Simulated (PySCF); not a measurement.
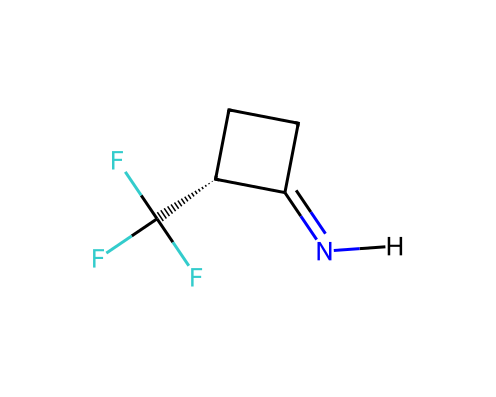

A structural formula.

> Give its SMILES.

[H]/N=C1\CC[C@H]1C(F)(F)F

> Give the formula, hydrogens included.

C5H6F3N.

> An optimisation with GFN2-xTB gave a structure of which point group?

C1.

The parts below concern this one geometry. Atoms keep their numbers from picture to picture. The computed structure is the end point of a GFN2-xTB optimisation. No frequency run is at hand to confirm it as a minimum.

**Geometry**

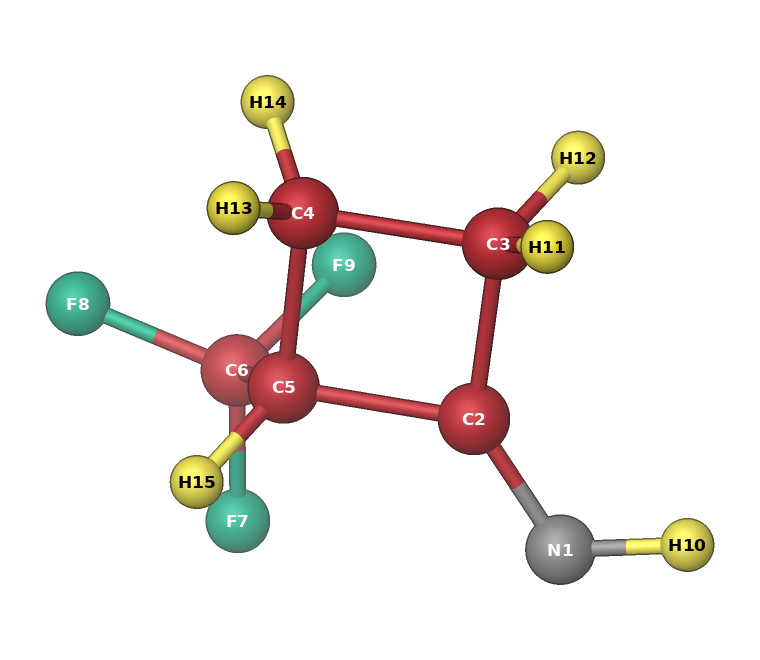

C6 lies behind C5. The molecule seen a little off the C5–C6 bond, C5 in front. Depth is shown by fading: the farther an atom, the more it takes the colour of the background. No frequency run is at hand to confirm it as a minimum.

> What is the torsion angle C4–C5–C6–F7? The sign is positive where the front bond must turn clockwise to cover the back bond.

174°, antiperiplanar (anti). The bonds about C5–C6 are staggered.

**Dipole moment**

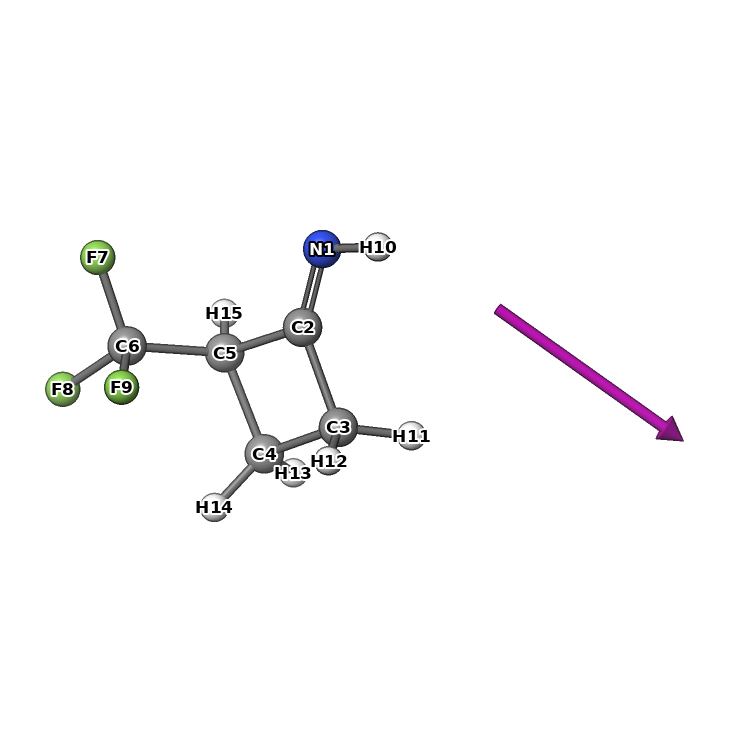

The arrow beside the molecule shows the direction of the dipole moment, from the negative to the positive end (its length means nothing). No frequency run is at hand to confirm it as a minimum. Properties computed with B3LYP/pcJ-1, gas phase (PySCF 2.14.0).

> How large is the dipole moment?

3.73 D; it points from the side of F7 to the side of H11 (the outermost atoms at the two ends).

**Quadrupole coupling**

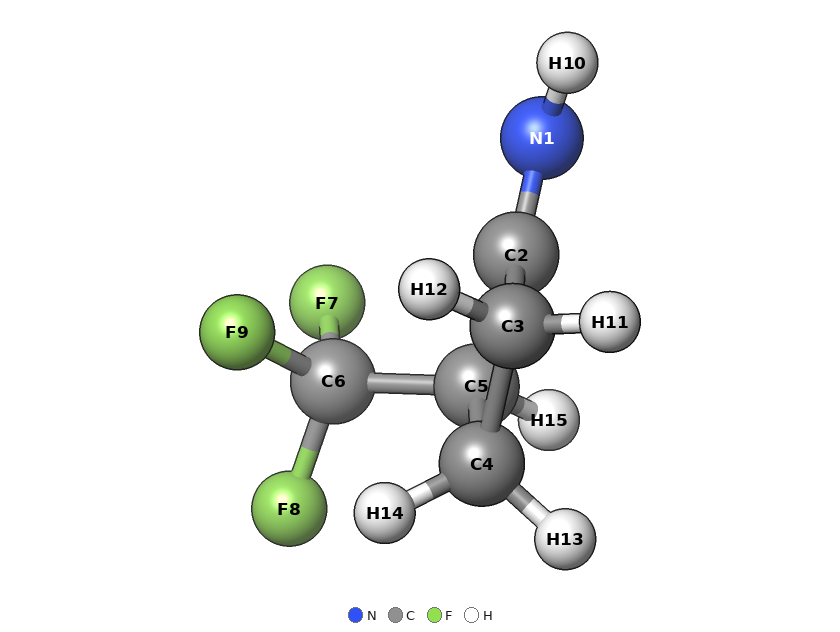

No frequency run is at hand to confirm it as a minimum. Electric field gradients from the ground-state density, B3LYP/pcJ-1 (PySCF 2.14.0), non-relativistic apart from any core potentials.

Give the largest field-gradient component, the quadrupole coupling constant and the asymmetry for 14N at N1 (Q = 20.44 mb).

```
atom  V_zz (a.u.)  e²qQ/h (MHz)     η
  N1       −0.986         −4.74  0.34
```

**Spin–spin coupling**

No frequency run is at hand to confirm it as a minimum. Properties computed with B3LYP/pcJ-1 indirect spin-spin coupling, non-relativistic, gas phase (PySCF 2.14.0). Isotopes: 13C, 19F, 1H, 15N.

Give the spin–spin coupling constants of these pairs, with the number of bonds between them: C6/F8, C5/F8, C5/F9, F8/F9, C2/F9, C4/F9, C4/F8.

| pair | bonds apart | J (Hz) |
| --- | --- | --- |
| C6, F8 | 1 | −342.0 |
| C5, F8 | 2 | 25.6 |
| C5, F9 | 2 | 30.8 |
| F8, F9 | 2 | 75.1 |
| C2, F9 | 3 | 0.9 |
| C4, F9 | 3 | 0.7 |
| C4, F8 | 3 | 0.6 |

Density functionals are unreliable for couplings to fluorine, so those rows may be far off.
